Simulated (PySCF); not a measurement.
## Electronic structure of C$_{5}$H$_{14}$P$_{2}$ (SMILES CC(C)CPCP) in real space

The calculation's input:

```
{"job": {"kind": "uv", "xc": "wB97X-D", "basis": "def2-SVPD", "ip": true, "dynamic": true}, "charge": 0, "multiplicity": 1}
C     -2.267757     0.648628    -1.314105
C     -1.306990     0.320999    -0.175932
C     -1.718090    -0.962538     0.537870
C      0.131853     0.253111    -0.693667
P      1.415747     0.048314     0.643999
C      2.960242     0.084714    -0.385554
P      4.513597    -0.455321     0.488470
H     -2.255838    -0.145380    -2.078824
H     -1.997545     1.593822    -1.810501
H     -3.302237     0.744125    -0.948840
H     -1.353240     1.145591     0.559249
H     -1.635032    -1.831440    -0.136558
H     -1.090157    -1.160859     1.420583
H     -2.762118    -0.906377     0.882501
H      0.228031    -0.541820    -1.454696
H      0.381877     1.202902    -1.197532
H      1.352476    -1.373312     0.772707
H      3.129631     1.124454    -0.711946
H      2.868462    -0.520961    -1.302639
H      4.009661    -1.688740     1.009021
H      4.279627     0.243395     1.713920
```

Run with:

```sh
OMP_NUM_THREADS=1 python probes_run.py task.json out
```

Geometry: PBE0-D3(BJ)/def2-SVP.

The calculation used wB97X-D/def2-SVPD, SCF density, gas phase (PySCF 2.14.0).

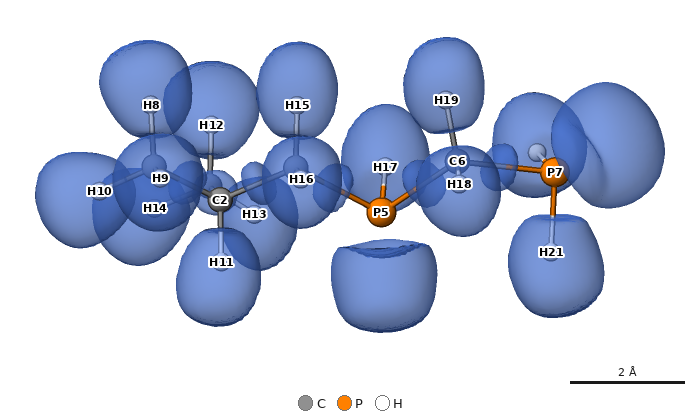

Figure 1. Isosurface of the ELF at 0.85 (blue), seen from one side. Core shells and regions of very low density are left out.

**Where are the electrons localised?**

The ELF exceeds this value in three regions between bonded C–C atoms (shared pairs), three regions between bonded C–P atoms (shared pairs), 14 regions around hydrogen nuclei and two lobes on P, pointing away from the bonds (lone pairs).


C–C (1.53 Å): the ELF peaks at about 0.95 between the atoms: a covalent bond. C–P (1.86 Å): the ELF peaks at about 0.95 between the atoms, as expected for a covalent bond.

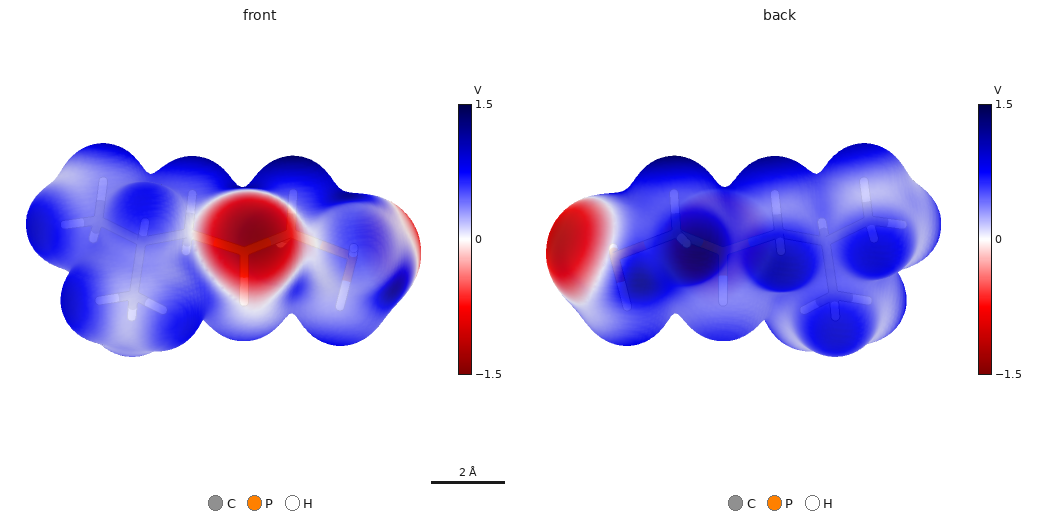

Figure 2. The molecular electrostatic potential painted on the density surface at 0.004 e/bohr³, seen from the front and from behind; the colour scale runs from red (negative) to blue (positive).

**Where is the surface potential most negative and most positive?**

The most negative region (about −1.3 V) lies over P5, the most positive (about +1.3 V) over H18 and H19.

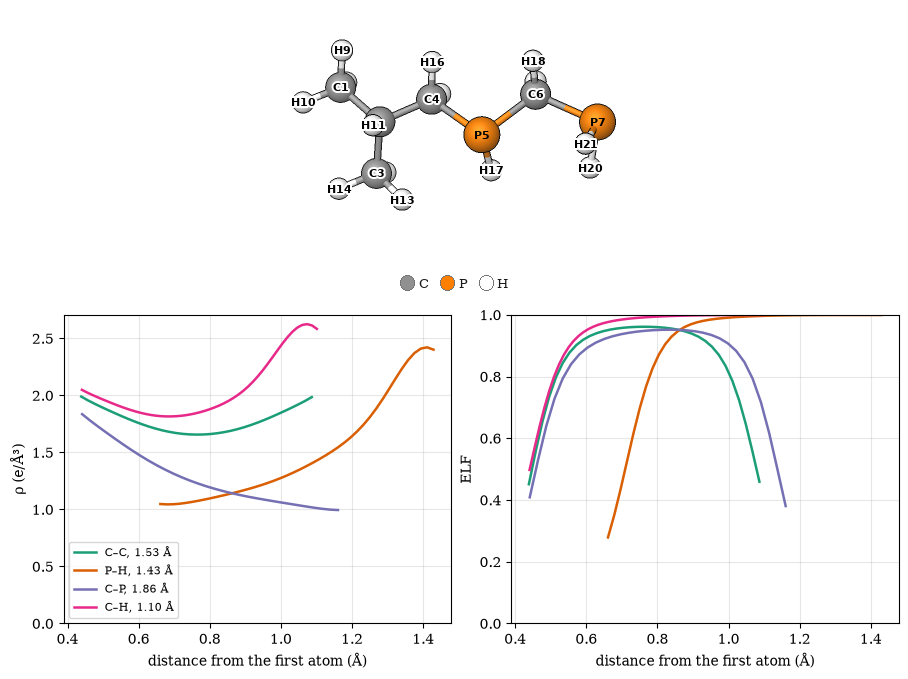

Figure 3. Total electron density and electron localisation function along straight lines between neighbouring atoms. The curves leave out the atomic cores. The structure is drawn too.

**Compare the contacts.**

C–C (1.53 Å): the density is about 1.7 e/Å³ at the midpoint; the ELF peaks at about 0.95 between the atoms, as expected for a covalent bond.
P–H (1.43 Å): the density is about 1.1 e/Å³ at the midpoint; the ELF climbs to about 1 towards the hydrogen, as it does in any bond to H.
C–P (1.86 Å): the density is about 1.1 e/Å³ at the midpoint; the ELF peaks at about 0.95 between the atoms; localised, covalent bonding.
C–H (1.10 Å): ρ at the midpoint is about 1.9 e/Å³; the ELF climbs to about 1 towards the hydrogen (a covalent bond by its length).
